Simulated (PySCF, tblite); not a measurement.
# C₄H₁₀BFS: geometry, infrared bands and NMR shifts

Wanted: the infrared bands and NMR shifts of C₄H₁₀BFS (`CCSCCBF`), by calculation.

Programs: tblite 0.8.0 and PySCF 2.14.0, with density-fitted response routines of our own. Each step states its level of theory. These are calculated values for one molecule in the gas phase, unless marked as measured. Atoms count from 0, in the outputs and in this text.

## (1) Starting geometry

17 atoms, charge 0, multiplicity 1; geometry from: force field or distance geometry start.

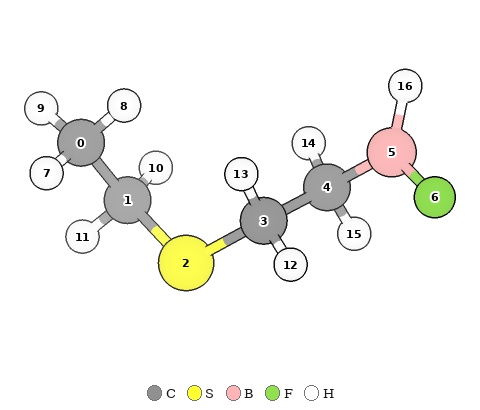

As it starts; carbon grey, sulfur yellow, boron pink, fluorine green, hydrogen white, atoms numbered.

## (2) Relaxing the molecule with GFN2-xTB

The job: settings as JSON, then the geometry in Å.

```
{"job": {"kind": "relax", "xc": "GFN2-xTB", "basis": "xTB"}, "charge": 0, "multiplicity": 1}
C     -2.533300     0.145500     0.718900
C     -1.966300    -0.281400    -0.641300
S     -0.588900    -1.411000    -0.505800
C      0.900100    -0.775000     0.191000
C      1.614600     0.277900    -0.564600
B      2.917800     0.736500     0.176900
F      4.002700    -0.154500     0.479000
H     -2.804800    -0.730600     1.305900
H     -1.730700     0.717200     1.199600
H     -3.456000     0.781500     0.567200
H     -1.817000     0.622300    -1.232100
H     -2.807900    -0.842100    -1.119100
H      1.633700    -1.616100     0.353400
H      0.687700    -0.367500     1.214500
H      1.001000     1.177000    -0.816400
H      1.934900    -0.137800    -1.538100
H      3.005200     1.870100     0.500200
```

Run with:

```
OMP_NUM_THREADS=1 python probes_run.py task.json out
```

This one command runs all jobs of the session in turn.

What it wrote:

```text
step      E/eV     max force
  0    -622.63491    3.311
  1    -623.08131    1.702
  2    -623.19568    1.539
  3    -623.23999    0.622
  4    -623.28829    0.571
  5    -623.31912    0.476
  6    -623.34452    0.412
  7    -623.35536    0.284
  8    -623.36351    0.192
  9    -623.37143    0.289
 10    -623.37972    0.293
 11    -623.38599    0.178
 12    -623.39164    0.216
 13    -623.39867    0.241
 14    -623.40806    0.294
 15    -623.41800    0.236
 16    -623.42534    0.186
 17    -623.42960    0.166
 18    -623.43305    0.148
 19    -623.43722    0.171
 20    -623.44140    0.178
 21    -623.44495    0.160
 22    -623.44793    0.124
 23    -623.45097    0.137
 24    -623.45432    0.140
 25    -623.45761    0.128
 26    -623.46015    0.119
 27    -623.46163    0.088
 28    -623.46238    0.081
 29    -623.46287    0.066
 30    -623.46329    0.059
 31    -623.46363    0.050
 32    -623.46388    0.036
 33    -623.46407    0.034
 34    -623.46426    0.042
 35    -623.46448    0.052
 36    -623.46473    0.040
 37    -623.46497    0.045
 38    -623.46520    0.042
 39    -623.46547    0.054
 40    -623.46582    0.060
 41    -623.46626    0.050
 42    -623.46675    0.067
 43    -623.46730    0.077
 44    -623.46794    0.078
 45    -623.46877    0.086
 46    -623.46977    0.069
 47    -623.47077    0.066
 48    -623.47163    0.070
 49    -623.47241    0.062
 50    -623.47309    0.054
 51    -623.47362    0.055
 52    -623.47419    0.053
 53    -623.47489    0.071
 54    -623.47570    0.080
 55    -623.47633    0.116
 56    -623.47713    0.081
 57    -623.47772    0.068
 58    -623.47883    0.063
 59    -623.47936    0.072
 60    -623.48001    0.067
 61    -623.48040    0.073
 62    -623.48089    0.064
 63    -623.48210    0.112
 64    -623.48284    0.084
 65    -623.48368    0.084
 66    -623.48444    0.068
 67    -623.48547    0.089
 68    -623.48719    0.122
 69    -623.48898    0.133
 70    -623.49008    0.167
 71    -623.49138    0.125
 72    -623.49227    0.075
 73    -623.49317    0.076
 74    -623.49379    0.091
 75    -623.49434    0.059
 76    -623.49482    0.049
 77    -623.49518    0.054
 78    -623.49549    0.051
 79    -623.49590    0.045
 80    -623.49642    0.056
 81    -623.49698    0.066
 82    -623.49796    0.080
 83    -623.49926    0.098
 84    -623.50069    0.100
 85    -623.50197    0.105
 86    -623.50300    0.085
 87    -623.50256    0.293
 88    -623.50425    0.092
 89    -623.50462    0.064
 90    -623.50509    0.033
 91    -623.50517    0.024
 92    -623.50536    0.026
 93    -623.50545    0.033
 94    -623.50555    0.018
 95    -623.50562    0.020
 96    -623.50571    0.024
 97    -623.50582    0.027
 98    -623.50598    0.026
 99    -623.50614    0.029
100    -623.50630    0.027
101    -623.50648    0.035
102    -623.50670    0.040
103    -623.50696    0.037
104    -623.50720    0.041
105    -623.50739    0.038
106    -623.50752    0.044
107    -623.50767    0.031
108    -623.50787    0.029
109    -623.50805    0.022
110    -623.50814    0.013
111    -623.50819    0.010
112    -623.50821    0.010
113    -623.50823    0.010
```

Run time: 1.1 s. Hardware: 1 thread of Arm Neoverse N1, shared host; peak memory 0.18 GiB.

Along the way: (not every step is listed)

```csv
step,energy from step 0 (eV),largest force (eV/Å)
0,0.0000,3.3113
1,-0.4464,1.7018
2,-0.5608,1.5392
3,-0.6051,0.6222
4,-0.6534,0.5710
5,-0.6842,0.4762
6,-0.7096,0.4117
7,-0.7205,0.2841
8,-0.7286,0.1920
18,-0.7981,0.1485
28,-0.8275,0.0809
38,-0.8303,0.0420
48,-0.8367,0.0703
58,-0.8439,0.0625
68,-0.8523,0.1223
78,-0.8606,0.0512
88,-0.8693,0.0919
98,-0.8711,0.0260
108,-0.8730,0.0287
109,-0.8731,0.0217
110,-0.8732,0.0127
111,-0.8733,0.0102
112,-0.8733,0.0104
113,-0.8733,0.0095
```

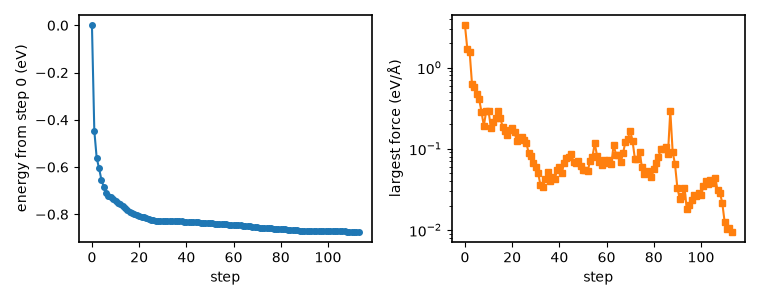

Energy and largest force along the relaxation.

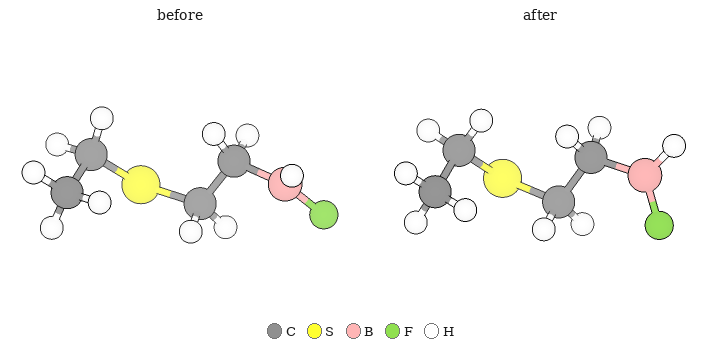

The geometry before (left) and after (right).

Distances of close pairs at the start and the end, largest changes first:

```csv
bond,before (Å),after (Å),change (Å)
B5–F6,1.436,1.314,-0.122
S2–C3,1.763,1.827,+0.065
C3–C4,1.480,1.524,+0.044
C0–H9,1.131,1.088,-0.043
C1–S2,1.787,1.826,+0.040
C3–H12,1.128,1.089,-0.039
C3–H13,1.122,1.089,-0.033
C1–H11,1.118,1.090,-0.029
```

The final coordinates are the input of the step that follows.

## (3) Vibrational analysis with GFN2-xTB

The job: settings as JSON, then the geometry in Å.

```
{"job": {"kind": "ir", "xc": "GFN2-xTB", "basis": "xTB"}, "charge": 0, "multiplicity": 1}
C     -2.377437     0.069685     0.744724
C     -1.829695    -0.222013    -0.639117
S     -0.598589    -1.571028    -0.660115
C      0.812799    -0.827662     0.231310
C      1.480745     0.308419    -0.533695
B      2.841288     0.819640     0.084415
F      3.324472     0.260978     1.171263
H     -2.755162    -0.843060     1.199127
H     -1.610384     0.489117     1.392115
H     -3.192278     0.787575     0.674379
H     -1.375941     0.661369    -1.088516
H     -2.619278    -0.582366    -1.297732
H      1.503503    -1.659140     0.365727
H      0.465747    -0.505298     1.212072
H      0.788620     1.151291    -0.624934
H      1.662602    -0.020708    -1.562113
H      3.471990     1.695232    -0.379897
```

What it wrote:

```text
mode    cm-1     km/mol
  1      17.2      0.94
  2      28.1      0.73
  3     102.3      0.04
  4     111.4      0.62
  5     138.4      4.62
  6     202.1      1.20
  7     215.0      0.31
  8     296.5      2.86
  9     333.0      0.73
 10     523.5      9.87
 11     565.4      0.96
 12     673.7      2.98
 13     739.7     14.15
 14     753.0     48.96
 15     786.4     51.05
 16     846.1      8.00
 17     886.7     43.62
 18    1015.6      5.02
 19    1022.7      0.35
 20    1050.1     58.19
 21    1067.5     16.89
 22    1077.1      3.24
 23    1082.9      6.18
 24    1209.7     10.66
 25    1225.6      2.99
 26    1237.3      5.59
 27    1257.2     15.46
 28    1285.5    352.11
 29    1299.3    106.88
 30    1405.2      4.67
 31    1444.7      4.16
 32    1449.7      1.64
 33    1452.2      3.03
 34    1492.0      4.60
 35    1497.9      1.74
 36    2609.2    147.83
 37    2938.0     15.32
 38    2964.0      8.92
 39    2975.7     18.42
 40    2990.4     16.00
 41    3003.6      6.94
 42    3010.1     10.42
 43    3024.6     39.00
 44    3035.3     26.91
 45    3045.5     16.40
```

It took 0.82 s on 1 thread of Arm Neoverse N1, shared host; peak memory 0.18 GiB.

Which atoms move in the most intense modes:

```csv
cm⁻¹,km/mol,atoms
753,49.0,"C3 23 %, H12 15 %"
786,51.0,"H10 19 %, H11 18 %, H8 11 %"
887,43.6,"H13 14 %, C3 14 %, C4 13 %, H14 13 %"
1050,58.2,"H16 59 %, B5 15 %, F6 14 %"
1286,352.1,"B5 39 %, C4 16 %, F6 12 %"
1299,106.9,"B5 29 %, H14 17 %, H15 13 %"
2609,147.8,H16 92 %
3025,39.0,H9 82 %
```

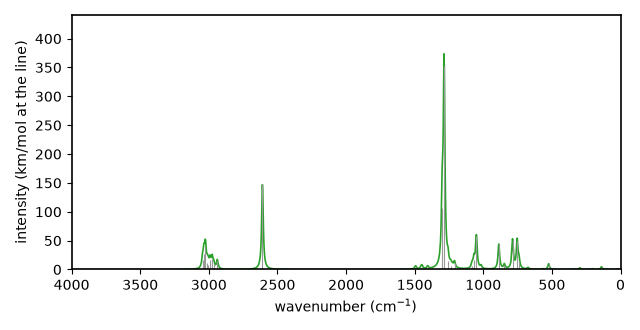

The infrared spectrum from these modes, unscaled. Lines are broadened to a width of 14 cm⁻¹ (Lorentzian).

## (4) Nuclear shieldings: PBE0/pcSseg-1

Settings changed since step 3:

```diff
@@ -1,2 +1,2 @@
-{"job": {"kind": "ir", "xc": "GFN2-xTB", "basis": "xTB"}, "charge": 0, "multiplicity": 1}
+{"job": {"kind": "nmr", "xc": "PBE0", "basis": "pcSseg-1"}, "charge": 0, "multiplicity": 1}
 C     -2.377437     0.069685     0.744724
```

With the program's defaults for keys left out, this is: GIAO PBE0/pcSseg-1 NMR shielding, non-relativistic, gas phase.

What it wrote:

```text
coarse grid: 14344 points
cycle   1  E = -680.7614175587  dE =  5.082e-01  |g| = 5.205e-01  |ddm| = 3.505e+00
cycle   2  E = -680.7368349002  dE =  2.458e-02  |g| = 6.906e-01  |ddm| = 8.983e-01
cycle   3  E = -680.8168475009  dE = -8.001e-02  |g| = 7.875e-02  |ddm| = 4.822e-01
cycle   4  E = -680.8179311268  dE = -1.084e-03  |g| = 2.699e-02  |ddm| = 8.280e-02
cycle   5  E = -680.8180745715  dE = -1.434e-04  |g| = 5.161e-03  |ddm| = 2.253e-02
cycle   6  E = -680.8180809834  dE = -6.412e-06  |g| = 2.092e-03  |ddm| = 9.372e-03
final grid: 133112 points
cycle   7  E = -680.8666339265  dE = -4.447e-05  |g| = 1.171e-02  |ddm| = 2.949e-02
cycle   8  E = -680.8666087860  dE =  2.514e-05  |g| = 1.536e-02  |ddm| = 2.415e-02
cycle   9  E = -680.8666682253  dE = -5.944e-05  |g| = 7.105e-04  |ddm| = 1.453e-02
cycle  10  E = -680.8666683320  dE = -1.067e-07  |g| = 2.311e-04  |ddm| = 8.687e-04
cycle  11  E = -680.8666683412  dE = -9.161e-09  |g| = 6.770e-05  |ddm| = 1.870e-04
cycle  12  E = -680.8666683420  dE = -8.256e-10  |g| = 2.262e-05  |ddm| = 7.155e-05
converged SCF energy = -680.8666683420

GIAO shielding tensors (ppm)
atom      isotropic    diamagn.    paramagn.     s11        s22        s33       span
  0 C      171.278     247.784     -76.506    147.554    177.651    188.628     41.074
  1 C      159.598     250.504     -90.906    142.211    162.000    174.583     32.372
  2 S      463.773    1057.143    -593.369    398.923    412.201    580.196    181.273
  3 C      160.904     251.527     -90.623    142.340    163.587    176.785     34.445
  4 C      157.519     254.006     -96.487    121.234    164.302    187.022     65.789
  5 B       43.728     188.031    -144.303    -21.411     63.911     88.685    110.096
  6 F      173.264     467.968    -294.704    -24.443     42.359    501.876    526.319
  7 H       30.674      29.331       1.342     26.471     28.593     36.956     10.485
  8 H       30.351      31.444      -1.094     25.175     30.907     34.970      9.795
  9 H       30.401      28.396       2.005     25.396     27.402     38.406     13.010
 10 H       28.977      32.353      -3.376     23.452     29.086     34.394     10.942
 11 H       29.539      30.386      -0.848     23.318     28.122     37.176     13.858
 12 H       29.428      31.780      -2.352     22.761     29.056     36.467     13.706
 13 H       28.897      33.025      -4.128     22.726     29.995     33.970     11.244
 14 H       29.843      32.858      -3.015     25.047     30.612     33.870      8.824
 15 H       30.487      30.830      -0.343     26.663     29.131     35.667      9.004
 16 H       26.101      27.418      -1.316     23.882     24.666     29.757      5.874
```

Run time: 52 s. Hardware: 1 thread of Arm Neoverse N1, shared host; peak memory 0.8 GiB.

The references, computed at this level on geometries of the same kind, shield at (ppm): 1H TMS 31.72, 13C TMS 186.9, 19F CFCl3 170.9, 11B BF3·OEt2 100.1, 33S CS2 504. Their shielding less the atom's gives the shift. The references are single molecules in the gas phase, so shifts against H2O, NH3, PH3, H3PO4 or CFCl3 are not on the usual liquid scales and can be off by tens of ppm. Atoms listed in one row are averaged.

```csv
atoms,environment,σ (ppm),δ (ppm),δ scaled to CDCl3
C4,sp3 CH2 bonded to B,157.5,29.4,26.8
C1,sp3 CH2 bonded to S,159.6,27.3,20.3
C3,sp3 CH2 bonded to S,160.9,26.0,19.1
C0,methyl carbon,171.3,15.6,13.4
H16,"hydrogen on a boron bonded to C, F",26.10,5.62,–
"H12, H13",hydrogen on an sp3 CH2 bonded to S,29.16,2.55,2.51
"H10, H11",hydrogen on an sp3 CH2 bonded to S,29.26,2.46,2.42
"H14, H15",hydrogen on an sp3 CH2 bonded to B,30.16,1.55,1.57
"H7, H8, H9",hydrogen on a methyl carbon,30.48,1.24,1.28
S2,sulfide sulfur,464,40,–
B5,"boron bonded to C, F, H",43.7,56.3,–
F6,fluorine bonded to B,173.3,-2.3,–
```

The scaled column applies a straight-line fit of computed shieldings to shifts measured in CDCl3, with any fitted terms for Cl, Br or S neighbours, and one for carbons that bear F (root-mean-square error 0.16 ppm for H, 1.9 ppm for C).

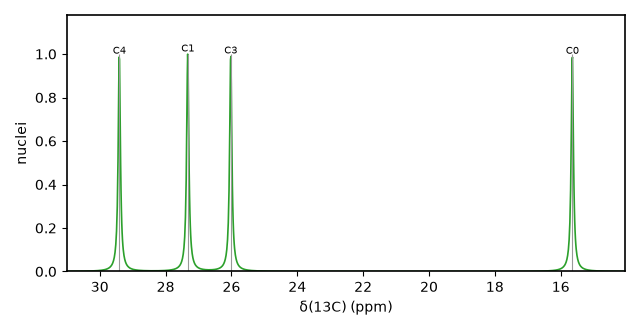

13C lines at the computed shifts, without couplings. Lines are broadened to a width of 0.08 ppm (Lorentzian).

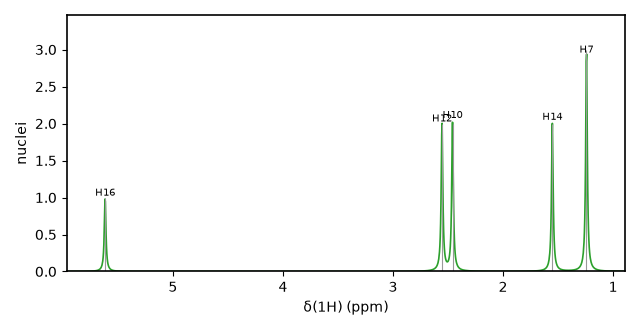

1H lines at the computed shifts, without couplings. Lines are broadened to a width of 0.02 ppm (Lorentzian).

Charges from the same density, by scheme (e):

```csv
atoms,Mulliken,IAO,Hirshfeld,ESP fit
C0,-0.27,-0.42,-0.12,-0.29
C1,-0.37,-0.33,-0.07,0.05
S2,-0.03,0.05,-0.02,-0.35
C3,-0.35,-0.33,-0.08,0.07
C4,-0.46,-0.44,-0.15,-0.29
B5,0.53,0.43,0.25,0.65
F6,-0.28,-0.30,-0.12,-0.31
```

Mulliken charges:

C0 -0.27; C1 -0.37; S2 -0.03; C3 -0.35; C4 -0.46; B5 0.53; F6 -0.28; H7 0.13; H8 0.12; H9 0.12; H10 0.15; H11 0.16; H12 0.16; H13 0.16; H14 0.15; H15 0.15; H16 -0.05

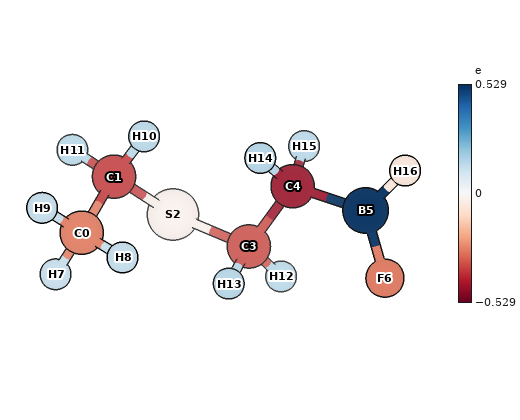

Mulliken charges, as colours on the atoms.

Mayer bond orders: C0–C1 1.02, C1–S2 1.01, S2–C3 1.02, C3–C4 0.99, C4–B5 0.97, B5–F6 1.15.

The fields below are evaluated on a grid from the run's orbitals.

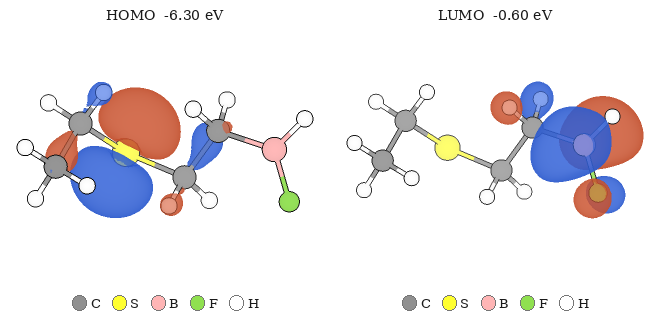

PBE0/pcSseg-1 orbitals near the gap, drawn at the value that encloses 70 % of each; the two colours are the two signs.

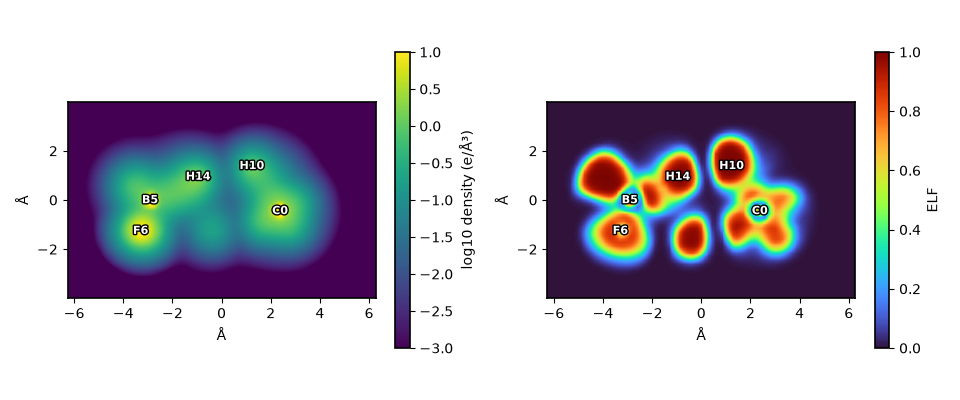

Density (left) and ELF (right) in a plane through or near 5 of the atoms.

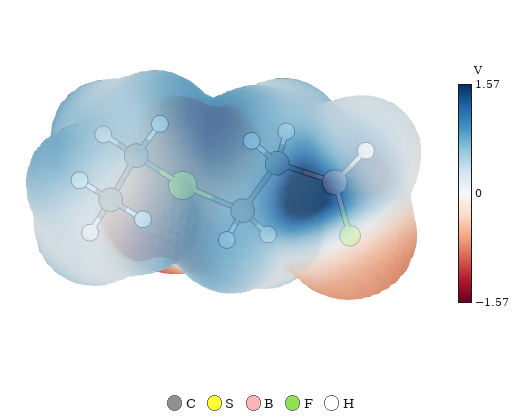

Electrostatic potential on the surface of density 0.002 e/bohr³; red is low, blue high. It runs from -1.13 V near S2 to 1.57 V near B5.

## (5) Summary of results

| quantity | value |
| --- | --- |
| strongest single infrared mode (GFN2-xTB) | 1286 cm⁻¹, 352 km/mol |
| zero-point energy (GFN2-xTB) | 84.9 kcal/mol |
| 13C shifts against TMS (PBE0/pcSseg-1) | 29.4, 27.3, 26.0, 15.6 ppm |
| 1H shifts against TMS (PBE0/pcSseg-1, means over atoms taken as alike) | 5.62, 2.55, 2.46, 1.55, 1.24 ppm |
| 33S shifts against CS2 (PBE0/pcSseg-1) | 40 ppm |
| 11B shifts against BF3·OEt2 (PBE0/pcSseg-1) | 56.3 ppm |
| 19F shifts against CFCl3 (PBE0/pcSseg-1) | -2.3 ppm |
| surface potential, least and greatest | -1.13 V and 1.57 V |

The optimisation took 113 steps and gained 0.873 eV; among the close pairs (by a distance rule), B5–F6 changed most, from 1.436 to 1.314 Å. No mode is imaginary among the 45: a minimum at this level. The strongest single mode, at 1286 cm⁻¹, is spread over several atoms, B5, C4, F6 among them. Unscaled tight-binding wavenumbers are off by several per cent, some by more. Its intensities can rank the bands wrongly. At PBE0/pcSseg-1: The widest tensor belongs to F6: span 526 ppm, with a paramagnetic part of -295 ppm. At PBE0/pcSseg-1, counted by nearest atom on the grid, the HOMO lies on S2 77 %, the LUMO on B5 53 %; H16 15 %.
